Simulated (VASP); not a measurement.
Band structure of MgF$_{2}$ (rutile). Calculation: PBE GGA with D3 dispersion (Becke-Johnson damping), VASP's PBE PAW potentials (set 64) (plane waves; VASP).

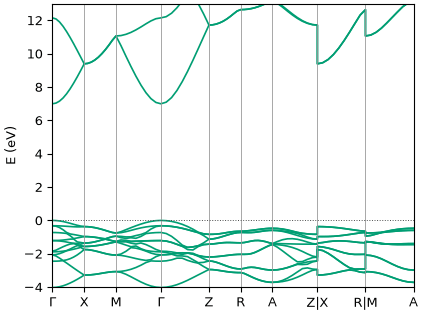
Figure: Bands along high-symmetry lines, zero at the valence-band maximum or, without a gap, the Fermi level

Q: Read the plot: is there a gap, and where are the band edges?

A: The gap is direct, 7.00 eV, from the valence maximum at Γ to the conduction minimum at Γ. (Edges off the drawn lines would not show.)

Measured: gap 12.40 eV (computed value off by -5.40 eV), as given by Andrés Aguado et al., Journal of the Physical Society of Japan (1999), arXiv:cond-mat/9901145.

The compound is MgF2 in the rutile structure. It was relaxed first.
